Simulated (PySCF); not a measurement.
The calculation's input:

```
{"job": {"kind": "nmr", "xc": "PBE0", "basis": "pcSseg-1"}, "charge": 0, "multiplicity": 1}
C      1.792612     1.470034    -0.669989
C      1.260191     0.168053    -0.207460
C      1.409622    -1.113660    -0.539155
C      0.412172    -1.617495     0.481418
C     -1.027080    -1.556038     0.019137
C     -1.179938    -0.275243     0.352374
C     -2.250621     0.745191     0.235384
F     -3.384735     0.222242    -0.336241
C      0.234387    -0.121303     0.874662
H      2.517535     1.325057    -1.467272
H      2.273591     1.997110     0.154142
H      0.981500     2.099106    -1.037340
H      1.974873    -1.640593    -1.283820
H      0.710631    -2.393383     1.176401
H     -1.652464    -2.287137    -0.454684
H     -2.541778     1.135179     1.219962
H     -1.929031     1.579497    -0.402440
H      0.389772     0.269700     1.873262
```

Launched as:

```sh
OMP_NUM_THREADS=1 python probes_run.py task.json out
```

Geometry: GFN2-xTB.

Computed with PBE0/pcSseg-1, SCF density, gas phase, non-relativistic (PySCF).

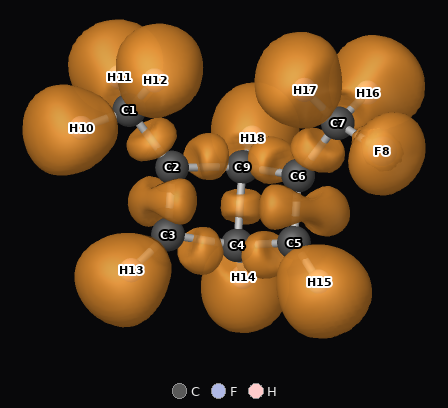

C$_{8}$H$_{9}$F. Isosurface of the electron localisation function at 0.75 (orange), seen at a tilt. Only the valence region is drawn (cores and ρ < 0.01 e/Å³ removed).

**Where are the electrons localised?**

The surface consists of nine regions between bonded C–C atoms (shared pairs), nine regions around hydrogen nuclei and one region on F in which the atom's valence shell and bonds are merged.

Values along the shortest contacts:
C–C (1.33 Å): the ELF peaks at about 0.90 between the atoms: a short, multiple covalent bond. C–F (1.37 Å): the ELF peaks at about 0.85 between the atoms; a shared but strongly polarised pair.
